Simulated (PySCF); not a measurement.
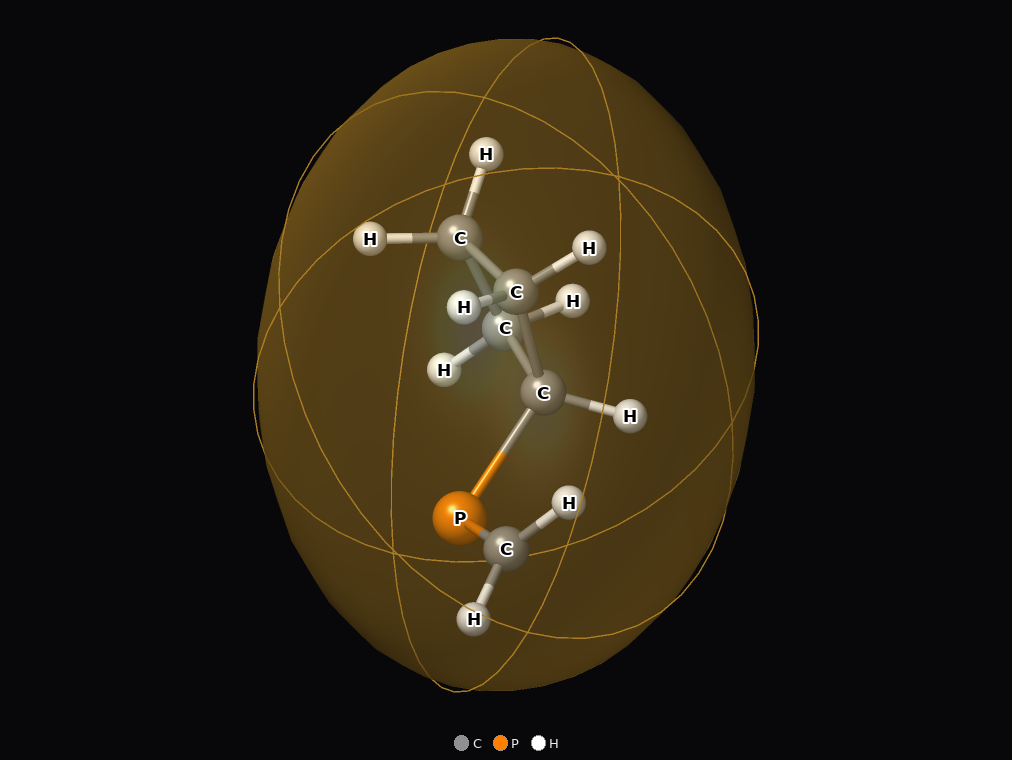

The ellipsoid shows the static dipole polarisability: its half-axes are proportional to the principal values. Computed geometry: GFN2-xTB optimisation. No frequency run is at hand to confirm it as a minimum. Method: CAM-B3LYP/def2-SVPD (PySCF 2.14.0).

How large and how anisotropic is the polarisability?

Principal values 66.7, 78.0, 100.8 bohr³; mean 81.9 bohr³ (12.13 Å³); anisotropy 30.1 bohr³, so the longest axis is 1.51 times the shortest.

The geometry is semi-empirical. Around P such bond lengths and angles can be off by a tenth of an ångström or more and by several degrees, and values that hang on the shape move with them.
